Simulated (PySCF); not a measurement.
SMILES [CH3][Al]([CH3])[SiH](F)F at its CAM-B3LYP/def2-SVP optimised geometry (Å):

```
13

Si    -1.0195     1.8199     0.0000
F     -0.5257     2.6432     1.3144
F     -0.4937     2.6719    -1.2830
Al     0.1103    -0.3689     0.0000
C      2.0631    -0.3689     0.0000
C     -0.8938    -2.0457     0.0147
H     -2.5054     1.9282    -0.0182
H      2.5054     0.6381    -0.0235
H      2.4512    -0.8832     0.8962
H      2.4559    -0.9278    -0.8667
H     -0.6199    -2.6719    -0.8519
H     -0.6393    -2.6399     0.9095
H     -1.9868    -1.9196     0.0012
```

Level of theory: CAM-B3LYP/def2-TZVP (PySCF 2.14.0). Cells within 0.4 Å of a nucleus heavier than hydrogen are left out (blank, or x).

Map of the HOMO amplitude (bohr^(-3/2)) on the plane z = 0.0 Å; orbital energy -8.72 eV, overall sign arbitrary:

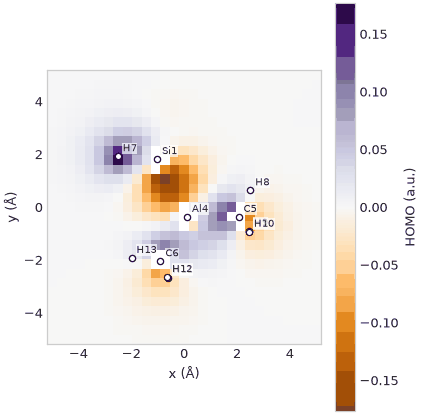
HOMO amplitude (bohr^(-3/2)) on the plane z = 0.0 Å.
